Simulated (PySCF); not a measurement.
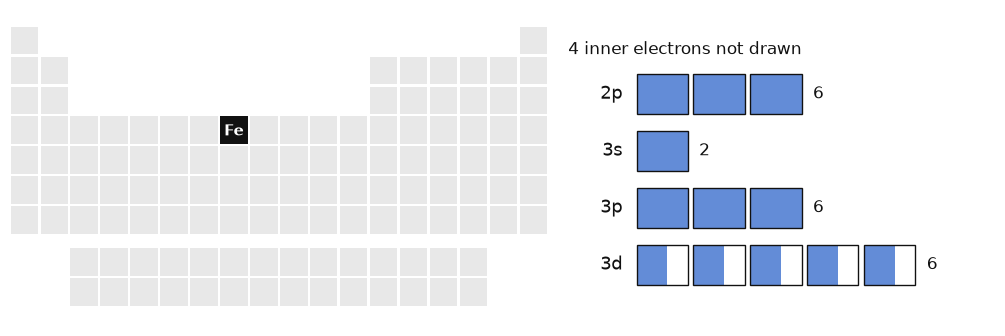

**Figure 1.** Left, the place of iron in the periodic table; right, the outer shells of the nominal configuration: a box for each of the 2l + 1 orbitals, shaded by the share of the shell that is filled, with the electron count at the right.

# Fe²⁺: atomic calculation

- system: Fe²⁺, configuration 1s2 2s2 2p6 3s2 3p6 3d6, multiplicity 5.
- method: unrestricted TPSS, aug-cc-pVDZ, non-relativistic, point nucleus (PySCF)

Input:
```python
from pyscf import gto, scf, dft, mp, cc
import basis_set_exchange as bse
mol = gto.M(atom="Fe 0 0 0", charge=2, spin=4, symmetry="D2h",
            basis=gto.basis.parse(bse.get_basis("aug-cc-pVDZ", elements=["Fe"], fmt="nwchem", header=False)))
mf = dft.UKS(mol, xc="TPSS")
mf.irrep_nelec = {'Ag': (5, 3), 'B1g': (1, 1), 'B2g': (1, 0), 'B3g': (1, 0), 'B1u': (2, 2), 'B2u': (2, 2), 'B3u': (2, 2)}
mf.kernel()
```

The script is an equivalent of what the driver set up; the driver started from orbitals of its own, so the log can be shorter than this script's would be, and it computed the properties (radii, ⟨L²⟩, response) afterwards. It also set what the script leaves out: hgrid = 0.5. It held the occupations shell by shell, which the script's counts by irreducible representation don't always enforce.

Hardware: 1 thread of Arm Neoverse N1, 23 GiB of memory available, shared host.

Launched within a batch (the task file carries these settings):
```bash
OMP_NUM_THREADS=1 python <driver script> TASK.json OUT
```

The program's output (extracts):
```
damping factor = 0
level_shift factor = 0
DIIS = <class 'pyscf.scf.diis.CDIIS'>
diis_start_cycle = 1
diis_space = 10
diis_damp = 0
SCF conv_tol = 1e-09
SCF conv_tol_grad = None
number electrons alpha = 14  beta = 10
XC functionals = TPSS
    J. Tao, J. P. Perdew, V. N. Staroverov, and G. E. Scuseria.,  Phys. Rev. Lett. 91, 146401 (2003)
    J. P. Perdew, J. Tao, V. N. Staroverov, and G. E. Scuseria.,  J. Chem. Phys. 120, 6898 (2004)
    J. Tao, J. P. Perdew, V. N. Staroverov, and G. E. Scuseria.,  Phys. Rev. Lett. 91, 146401 (2003)
    J. P. Perdew, J. Tao, V. N. Staroverov, and G. E. Scuseria.,  J. Chem. Phys. 120, 6898 (2004)
cycle= 1 E= -1262.82640365134  delta_E= -0.00333  |g|= 0.091  |ddm|= 0.186
cycle= 2 E= -1262.82499127481  delta_E= 0.00141  |g|= 0.118  |ddm|= 0.402
cycle= 3 E= -1262.82846826224  delta_E= -0.00348  |g|= 0.000574  |ddm|= 0.234
cycle= 4 E= -1262.82846838013  delta_E= -1.18e-07  |g|= 8.17e-05  |ddm|= 0.00161
cycle= 5 E= -1262.82846838346  delta_E= -3.33e-09  |g|= 3.42e-06  |ddm|= 0.000325
cycle= 6 E= -1262.82846838347  delta_E= -4.09e-12  |g|= 6.57e-07  |ddm|= 8.16e-06
converged SCF energy = -1262.82846838347  <S^2> = 6.0011068  2S+1 = 5.0004427
```

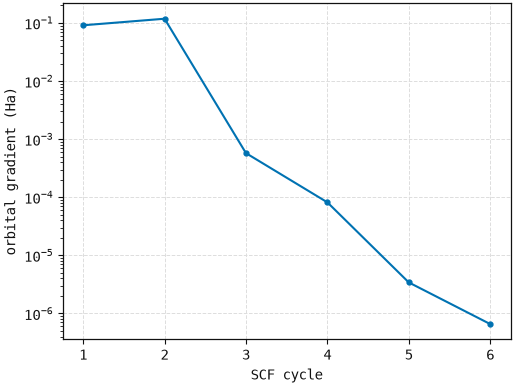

**Figure 2.** Convergence: orbital gradient against the SCF cycle. The residual falls almost steadily, with no more than small rises or pauses. It goes from 0.091 to 6.6×10⁻⁷ in 6 steps.

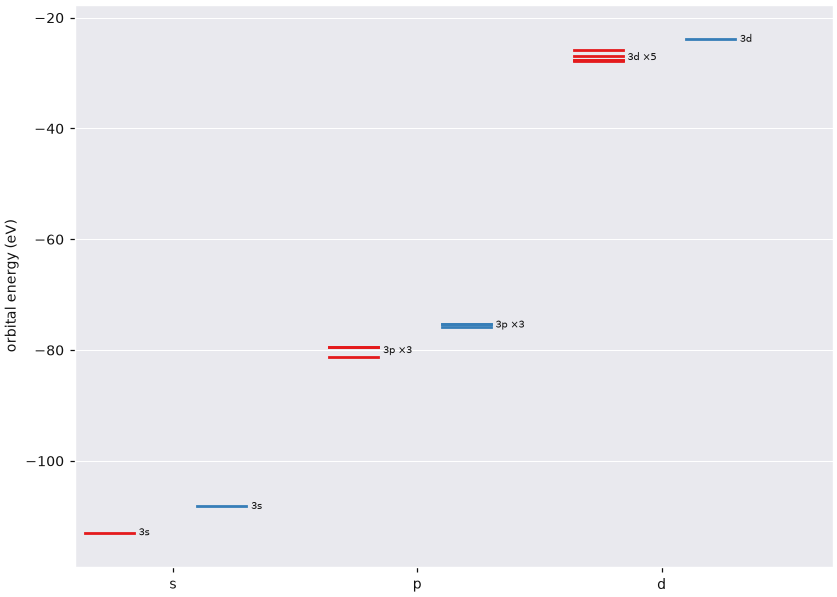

**Figure 3.** Orbital energies of the mean field, from the top down to −113.0 eV, by angular momentum, α spin at the left of each column and β at the right; ×n counts the orbitals under one label. The highest filled orbital is 3d β at −23.9 eV, the lowest empty one d β at −23.4 eV.

What the run reported:

| quantity | value |
| --- | --- |
| outcome | converged |
| total energy | −1262.8285 hartree |
| kinetic energy | 1261.0385 hartree |
| ⟨S²⟩ | 6.001 |
| ⟨L²⟩ | 6.01 |
| SCF iterations | 6 |
| wall time | 0.98 s |

What is odd here:

The input is odd on purpose: grid misses charge; radial grid too coarse. The program ran to the end. Its numbers are those of this setting; this run alone doesn't show how far the oddity moves them.
